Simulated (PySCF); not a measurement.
# C4H3F2NOS: runs on many settings, part 2 of 2

PySCF 2.14.0. Atoms count from 0. The steps go on from the part before.

## 4. Spin-spin couplings: LDA/6-31++G** in acetonitrile

What the job is given:

```
{"job": {"kind": "j", "xc": "LDA", "basis": "6-31++G**", "solvent": "acetonitrile"}, "charge": 0, "multiplicity": 1}
C      2.216796    -0.168889     0.141524
O      1.111742     0.628090    -0.251510
C     -0.084461     0.093846    -0.048326
N     -0.262279    -1.088708     0.480848
S     -1.845236    -1.479277     0.610413
C     -2.368459     0.012781    -0.079187
F     -3.650147     0.304037    -0.245736
C     -1.286840     0.782592    -0.395609
F     -1.325154     1.996906    -0.947915
H      2.218977    -1.114115    -0.404913
H      2.172995    -0.381526     1.211320
H      3.103264     0.413576    -0.096935
```

Level: LDA/6-31++G** indirect spin-spin coupling, non-relativistic, IEF-PCM acetonitrile.

Output:

```text
coarse grid: 12152 points
cycle   1  E = -877.0252301357  dE =  1.648e+00  |g| = 6.646e-01  |ddm| = 8.291e+00
cycle   2  E = -876.7135983784  dE =  3.116e-01  |g| = 1.416e+00  |ddm| = 3.181e+00
cycle   3  E = -877.1065482585  dE = -3.929e-01  |g| = 1.625e-01  |ddm| = 2.346e+00
cycle   4  E = -877.1112689976  dE = -4.721e-03  |g| = 8.634e-02  |ddm| = 4.344e-01
cycle   5  E = -877.1129830743  dE = -1.714e-03  |g| = 2.493e-02  |ddm| = 1.839e-01
cycle   6  E = -877.1130993190  dE = -1.162e-04  |g| = 1.220e-02  |ddm| = 9.168e-02
cycle   7  E = -877.1131298272  dE = -3.051e-05  |g| = 4.242e-03  |ddm| = 2.529e-02
cycle   8  E = -877.1131336914  dE = -3.864e-06  |g| = 1.028e-03  |ddm| = 9.988e-03
final grid: 118104 points
cycle   9  E = -877.0581700387  dE = -2.533e-05  |g| = 5.735e-03  |ddm| = 1.132e-01
cycle  10  E = -877.0581539090  dE =  1.613e-05  |g| = 1.062e-02  |ddm| = 1.835e-02
cycle  11  E = -877.0581763053  dE = -2.240e-05  |g| = 1.755e-03  |ddm| = 1.430e-02
cycle  12  E = -877.0581769363  dE = -6.310e-07  |g| = 4.543e-04  |ddm| = 3.110e-03
cycle  13  E = -877.0581769742  dE = -3.783e-08  |g| = 1.914e-04  |ddm| = 9.604e-04
cycle  14  E = -877.0581769821  dE = -7.901e-09  |g| = 2.959e-05  |ddm| = 3.944e-04
cycle  15  E = -877.0581769822  dE = -1.548e-10  |g| = 1.570e-05  |ddm| = 1.167e-04
converged SCF energy = -877.0581769822

Indirect spin-spin couplings (Hz)
  i      j    bonds     total        FC       PSO       DSO        SD
  0 C    6 F    5      0.674     0.978    -0.106    -0.253     0.055
  0 C    9 H    1    134.953   134.047     0.074     0.832         -
  0 C   10 H    1    135.006   134.101     0.073     0.832         -
  0 C   11 H    1    140.275   139.419     0.098     0.758         -
  1 O    6 F    4     -0.658     0.222    -0.982     0.151    -0.049
  1 O    8 F    3      3.248     3.143     0.308    -0.065    -0.137
  1 O    9 H    2     -0.604    -0.034    -0.649     0.080         -
  1 O   10 H    2     -0.606    -0.038    -0.648     0.080         -
  1 O   11 H    2    -11.464   -10.917    -0.576     0.029         -
  2 C    6 F    3      6.658    10.395    -2.784    -0.247    -0.706
  2 C    8 F    2      4.761    13.583   -10.002     0.106     1.073
  2 C    9 H    3      1.010     1.125    -0.224     0.109         -
  2 C   10 H    3      0.971     1.087    -0.221     0.105         -
  2 C   11 H    3      7.883     8.118     0.268    -0.504         -
  3 N    6 F    3     13.209     4.871     9.279     0.161    -1.102
  3 N    8 F    3      5.728     3.475     2.108     0.137     0.008
  3 N    9 H    4     -0.267    -0.213     0.116    -0.170         -
  3 N   10 H    4     -0.266    -0.212     0.115    -0.169         -
  3 N   11 H    4     -0.369    -0.445    -0.049     0.125         -
  4 S    6 F    2    -21.529    -3.813   -18.916    -0.025     1.225
  4 S    8 F    3     -9.227    -1.058    -8.930    -0.099     0.860
  5 C    6 F    1   -280.209  -273.947    -8.863     1.194     1.407
  5 C    8 F    2      6.063    17.265   -16.399     0.036     5.161
  5 C   11 H    5      0.818     0.923     0.157    -0.261         -
  6 F    7 C    2      2.378    17.091   -19.202     0.004     4.486
  6 F    8 F    3      6.296   -11.034     4.624    -0.105    12.812
  6 F    9 H    6     -0.555     0.132     0.248    -0.847    -0.089
  6 F   10 H    6     -0.559     0.126     0.248    -0.846    -0.088
  6 F   11 H    6      0.534     1.108     0.355    -0.923    -0.006
  7 C    8 F    1   -237.273  -250.357     6.073     1.207     5.804
  7 C    9 H    4     -0.367    -0.325     0.140    -0.182         -
  7 C   10 H    4     -0.367    -0.324     0.140    -0.182         -
  7 C   11 H    4     -0.329    -0.245     0.183    -0.266         -
  8 F    9 H    5     -0.515    -0.078     0.508    -0.904    -0.041
  8 F   10 H    5     -0.516    -0.078     0.509    -0.905    -0.041
  8 F   11 H    5     -0.206    -0.003     0.477    -0.674    -0.007
  9 H   10 H    2     -8.814    -8.374     1.754    -2.194         -
  9 H   11 H    2     -8.150    -7.493     1.927    -2.584         -
 10 H   11 H    2     -8.155    -7.499     1.928    -2.584         -
```

Wall time 9.4 s (1 thread of Arm Neoverse V1, shared host); peak memory 0.71 GiB.

The basis is not made for couplings: without tight functions at the nuclei these values are rough.

Couplings of 1 Hz or more, nine at most for each number of bonds, with means over like pairs (isotopes 13C, 19F, 1H, 15N, 17O, 33S):

| pair | bonds | J (Hz) | Fermi contact (Hz) | dihedral (°) |
| --- | --- | --- | --- | --- |
| C5–F6 | 1 | -280.2 | -273.9 | – |
| C7–F8 | 1 | -237.3 | -250.4 | – |
| C0–H9 | 1 | 136.7 | 135.9 | – |
| S4–F6 | 2 | -21.5 | -3.8 | – |
| H9–H10 | 2 | -8.4 | -7.8 | – |
| C5–F8 | 2 | 6.1 | 17.3 | – |
| C2–F8 | 2 | 4.8 | 13.6 | – |
| O1–H9 | 2 | -4.2 | -3.7 | – |
| F6–C7 | 2 | 2.4 | 17.1 | – |
| N3–F6 | 3 | 13.2 | 4.9 | -180 |
| S4–F8 | 3 | -9.2 | -1.1 | 180 |
| C2–F6 | 3 | 6.7 | 10.4 | 180 |
| F6–F8 | 3 | 6.3 | -11.0 | 0 |
| N3–F8 | 3 | 5.7 | 3.5 | -180 |
| C2–H9 | 3 | 3.3 | 3.4 | – |
| O1–F8 | 3 | 3.2 | 3.1 | 0 |

The spin-dipole term was solved for some atoms only; pairs without it lack that part.

The response was solved for the nuclei of F, H alone, so couplings that need other nuclei can be missing.

Quadrupole couplings from the field gradients of the same density:

```
atom  isotope  eQq/h (MHz)     η
  S4      33S        -36.3  1.00
  O1      17O       -9.480  0.62
  N3      14N        3.225  0.64
```

Joined with the shifts from before (PBE/pcSseg-1, unscaled), the couplings predict the line list below for 400 MHz.

1H NMR δ 4.23 (s, 3H).

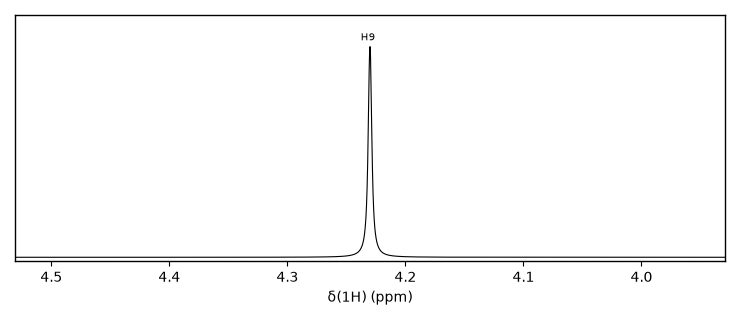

Simulated proton spectrum at 400 MHz, by exact diagonalisation of each spin system; lines 1.2 Hz wide, exchangeable protons uncoupled.

## 5. Excited states and response: PBE0/STO-3G

Same as in step 4 but for these lines:

```diff
@@ -1,2 +1,2 @@
-{"job": {"kind": "j", "xc": "LDA", "basis": "6-31++G**", "solvent": "acetonitrile"}, "charge": 0, "multiplicity": 1}
+{"job": {"kind": "uv", "xc": "PBE0", "basis": "STO-3G", "nstates": 3, "ntriplets": 5, "tda": false}, "charge": 0, "multiplicity": 1}
 C      2.216796    -0.168889     0.141524
```

With the program's defaults for keys left out, this is: TDDFT PBE0/STO-3G, vertical, gas phase, core orbitals frozen in the response.

Output:

```text
coarse grid: 12152 points
cycle   1  E = -870.4121053487  dE =  1.985e+00  |g| = 7.196e-01  |ddm| = 5.296e+00
cycle   2  E = -870.2138413446  dE =  1.983e-01  |g| = 1.135e+00  |ddm| = 2.365e+00
cycle   3  E = -870.5786025427  dE = -3.648e-01  |g| = 1.377e-01  |ddm| = 1.516e+00
cycle   4  E = -870.5834638922  dE = -4.861e-03  |g| = 7.120e-02  |ddm| = 3.033e-01
cycle   5  E = -870.5850005084  dE = -1.537e-03  |g| = 1.730e-02  |ddm| = 1.104e-01
cycle   6  E = -870.5850976080  dE = -9.710e-05  |g| = 4.374e-03  |ddm| = 2.926e-02
cycle   7  E = -870.5851031388  dE = -5.531e-06  |g| = 1.232e-03  |ddm| = 6.967e-03
final grid: 118104 points
cycle   8  E = -870.5311649124  dE = -2.184e-06  |g| = 7.172e-03  |ddm| = 1.902e-02
cycle   9  E = -870.5311533760  dE =  1.154e-05  |g| = 9.532e-03  |ddm| = 2.119e-02
cycle  10  E = -870.5311796824  dE = -2.631e-05  |g| = 1.559e-03  |ddm| = 1.312e-02
cycle  11  E = -870.5311805031  dE = -8.207e-07  |g| = 2.210e-04  |ddm| = 2.525e-03
cycle  12  E = -870.5311805177  dE = -1.464e-08  |g| = 4.354e-05  |ddm| = 3.345e-04
cycle  13  E = -870.5311805181  dE = -3.888e-10  |g| = 2.943e-05  |ddm| = 1.096e-04
converged SCF energy = -870.5311805181

Static polarisability (au): isotropic 36.952, principal 11.351 40.725 58.779

Singlet excitations
state   eV       nm        f      main configurations
  1   6.0382    205.3   0.00508   H-2->L 0.98
  2   6.0760    204.1   0.12368   H->L 0.92
  3   6.7888    182.6   0.06099   H-1->L 0.92

Triplet excitations (Tamm-Dancoff, eV): 4.0948 4.4905 5.2093 6.9712 7.0897
```

It took 4.5 s on 1 thread of Arm Neoverse V1, shared host; peak memory 0.49 GiB.

This run: HOMO -3.80 eV, LUMO 2.87 eV; lowest singlet 6.04 eV.

## 6. Nuclear shieldings: wB97X/def2-SVPD

Same as in step 5 but for these lines:

```diff
@@ -1,2 +1,2 @@
-{"job": {"kind": "uv", "xc": "PBE0", "basis": "STO-3G", "nstates": 3, "ntriplets": 5, "tda": false}, "charge": 0, "multiplicity": 1}
+{"job": {"kind": "nmr", "xc": "wB97X", "basis": "def2-SVPD", "pop": true, "scf": {"guess": "vsap"}}, "charge": 0, "multiplicity": 1}
 C      2.216796    -0.168889     0.141524
```

Method: GIAO wB97X/def2-SVPD NMR shielding, non-relativistic, gas phase.

Output:

```text
final grid: 118104 points
cycle   1  E = -872.7930387967  dE =  6.902e+00  |g| = 5.238e+00  |ddm| = 8.560e+01
cycle   2  E = -820.3425877089  dE =  5.245e+01  |g| = 1.190e+01  |ddm| = 8.453e+01
cycle   3  E = -877.3720495183  dE = -5.703e+01  |g| = 3.818e+00  |ddm| = 3.789e+01
cycle   4  E = -880.6690124112  dE = -3.297e+00  |g| = 1.786e+00  |ddm| = 8.384e+00
cycle   5  E = -881.3935712006  dE = -7.246e-01  |g| = 4.691e-01  |ddm| = 3.273e+00
cycle   6  E = -881.4298976547  dE = -3.633e-02  |g| = 3.192e-01  |ddm| = 1.308e+00
cycle   7  E = -881.4520290877  dE = -2.213e-02  |g| = 5.682e-02  |ddm| = 4.797e-01
cycle   8  E = -881.4529297459  dE = -9.007e-04  |g| = 3.811e-02  |ddm| = 1.229e-01
cycle   9  E = -881.4533165802  dE = -3.868e-04  |g| = 1.608e-02  |ddm| = 5.696e-02
cycle  10  E = -881.4534650513  dE = -1.485e-04  |g| = 5.309e-03  |ddm| = 7.348e-02
cycle  11  E = -881.4534767293  dE = -1.168e-05  |g| = 1.595e-03  |ddm| = 1.278e-02
cycle  12  E = -881.4534785631  dE = -1.834e-06  |g| = 8.195e-04  |ddm| = 5.590e-03
cycle  13  E = -881.4534790058  dE = -4.427e-07  |g| = 2.145e-04  |ddm| = 3.076e-03
cycle  14  E = -881.4534790292  dE = -2.338e-08  |g| = 7.517e-05  |ddm| = 6.889e-04
cycle  15  E = -881.4534790319  dE = -2.673e-09  |g| = 2.534e-05  |ddm| = 2.511e-04
cycle  16  E = -881.4534790321  dE = -2.565e-10  |g| = 1.088e-05  |ddm| = 8.893e-05
converged SCF energy = -881.4534790321

GIAO shielding tensors (ppm)
atom      isotropic    diamagn.    paramagn.     s11        s22        s33       span
  0 C      142.676     233.221     -90.545    116.085    124.355    187.587     71.502
  1 O      243.581     385.490    -141.909    124.713    293.308    312.721    188.008
  2 C       41.439     253.713    -212.274    -28.763     50.156    102.924    131.687
  3 N       67.405     301.602    -234.197   -122.179     64.868    259.525    381.704
  4 S      354.830    1055.364    -700.534    165.998    420.799    477.693    311.695
  5 C       25.110     257.301    -232.191    -32.468     18.937     88.862    121.331
  6 F      332.422     464.415    -131.992    263.337    283.804    450.126    186.788
  7 C       67.285     258.601    -191.316     15.352     81.238    105.264     89.912
  8 F      375.039     457.576     -82.537    312.253    337.953    474.910    162.658
  9 H       27.763      25.911       1.853     24.191     25.654     33.445      9.254
 10 H       27.775      25.944       1.830     24.207     25.652     33.465      9.257
 11 H       27.816      31.130      -3.314     23.668     26.398     33.382      9.714
```

Wall time 49 s (1 thread of Arm Neoverse V1, shared host); peak memory 1 GiB.

Key values: δ C5 171.3, C2 155.0, C7 129.1, C0 53.7, H9 4.20 ppm (means over like atoms).

## 7. Run by run: electronic excitations

Excitations and ground-state properties, with basis size and wall time:

```csv
run,lowest singlet (eV),brightest (eV),f,gap (eV),α (Å³),μ (D),functions,time
CAM-B3LYP/3-21G,5.92,5.92,0.150,8.82,8.18,1.30,91,11 s
PBE0/STO-3G,6.04,6.08,0.124,6.68,5.48,0.46,52,4.5 s
```

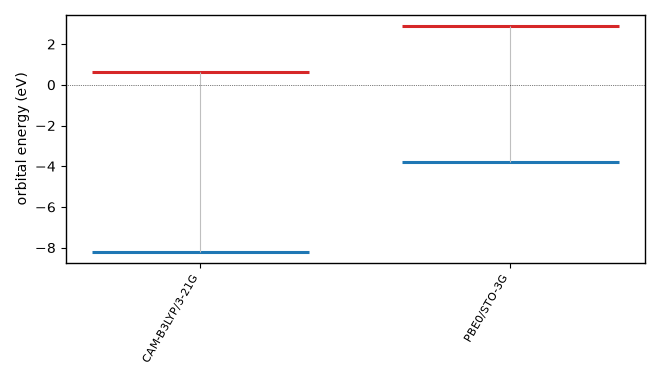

HOMO (blue) and LUMO (red) run by run.

## 8. Comparing the runs: NMR shifts

Shifts (ppm) of some atoms, chosen among heavy atoms and hydrogens apart, means over like atoms, with basis size and wall time:

```csv
run,C7,H9,O1,N3,F6,F8,functions,time
PBE/pcSseg-1,137.8,4.23,139.6,214.4,-146.4,-194.7,175,38 s
wB97X/def2-SVPD,129.1,4.20,96.4,202.9,-116.3,-158.9,220,49 s
```

## 9. Results

The summary covers parts 1 to 2.

| quantity | value |
| --- | --- |
| lowest singlet (CAM-B3LYP/3-21G) | 5.92 eV (210 nm), f = 0.150 |
| lowest triplet | 4.17 eV |
| 13C shifts against TMS (PBE/pcSseg-1) | 175.5, 158.3, 137.8, 57.4 ppm |
| 1H shifts against TMS (PBE/pcSseg-1, means over atoms taken as alike) | 4.23 ppm |
| 17O shifts against H2O (PBE/pcSseg-1) | 139.6 ppm |
| 15N shifts against NH3 (PBE/pcSseg-1) | 214.4 ppm |
| 19F shifts against CFCl3 (PBE/pcSseg-1) | -146.4, -194.7 ppm |
| shieldings of S (PBE/pcSseg-1) | S4 253.7 ppm |
| largest coupling of the table (LDA/6-31++G**) | 1J(C,F) C5–F6, -280.2 Hz |
| range of the lowest singlet | 5.92 to 6.04 eV |
| range of the shift of O1 | 96.4 to 139.6 ppm |
| property runs in this session | 5, of which 0 failed and 1 gave unsound results |

Single values in the summary come from the first run of each kind that ended normally (CAM-B3LYP/3-21G; PBE/pcSseg-1; LDA/6-31++G**), which need not be the best level. The first singlet state (HOMO→LUMO 0.84, HOMO→LUMO+1 0.09) lies at 5.92 eV and is bright. The lowest triplet lies 1.75 eV below the lowest singlet (triplets in Tamm-Dancoff, singlets in full TDDFT). At PBE/pcSseg-1: The largest span, 395 ppm, is at N3, where the paramagnetic term is -278 ppm. NICS(1)zz of -20 ppm above the planar ring from C2 marks a diatropic (aromatic) ring current. Couplings across rotatable bonds belong to this one conformer; where others are populated, the observed values are averages. Density functionals describe couplings to fluorine poorly, F–F couplings above all, so those rows are rough. The lowest singlet runs from 5.92 eV (CAM-B3LYP/3-21G) to 6.04 eV (PBE0/STO-3G), while the orbital gap spans 6.68 to 8.82 eV. A minimal basis can't describe excited states, so its value is no measure of the functional. The lowest state need not be the same one in every run. The runs solved for a few states only, so the brightest column depends on that window. Among the atoms with a shift in every run: Across the 2 runs the shift of O1 moves most, between 96.4 (wB97X/def2-SVPD) and 139.6 ppm (PBE/pcSseg-1). Couplings from bases without tight functions are rough.
